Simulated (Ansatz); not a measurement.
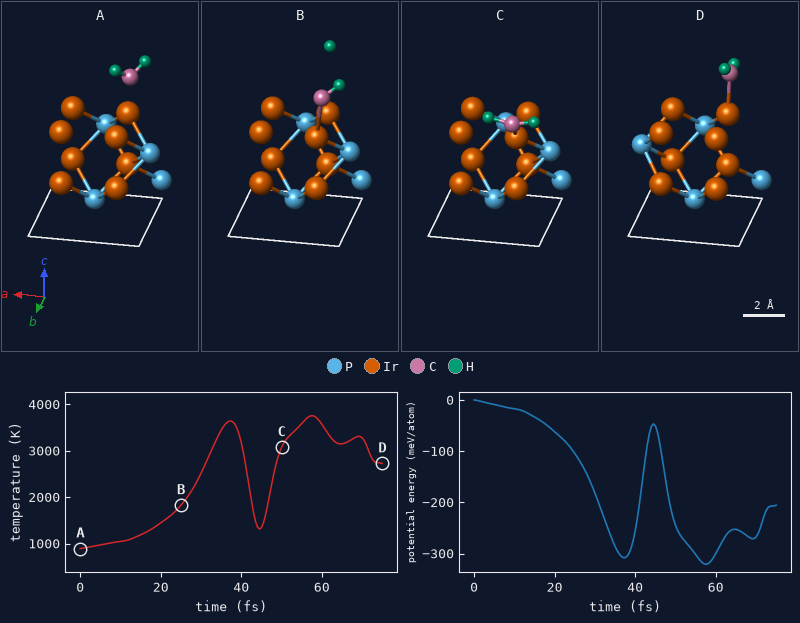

Molecular dynamics of CH2 on PIr2(001) (15 atoms in the cell), 75 fs long. Frames (A at 0 fs, B at 25 fs, C at 50 fs, D at 75 fs) and the history of the run. The picture is a ball-and-stick view of the simulation cell, with the vacuum cut short, seen from a free direction. Atoms that leave the cell re-enter on the other side. Bonds to atoms that aren't drawn are left out.

These are results of DFT r2SCAN, scalar-relativistic, plane waves, PAW (Ansatz 0.2.0), not measurements. Run with plane-wave cutoff 500 eV; k-point mesh 3 × 3 × 1; Fermi-Dirac smearing 0.05 eV; 2 atoms held fixed; constant energy (NVE); time step 0.5 fs; at the start 3 atoms move with typed velocities and the others are at rest.

Question: Describe the run.

Answer: Root-mean-square distances from the starting positions over the second half, with the common drift of all atoms taken out: H 2.86 Å, C 2.57 Å, P 0.10 Å, Ir 0.05 Å. The run lasts only 75 fs, too short to tell vibration from diffusion. The mean temperature in the second half is 3003 K (standard deviation 649 K). It is well above the start because potential energy is released as heat. The potential energy in the second half lies on average 236 meV per atom below the first frame.

Limits of the set-up: the k-point mesh is coarse for a cell with partly filled bands; the periodic images lie only 5.5 Å apart, so the values are limited by the cell's size.
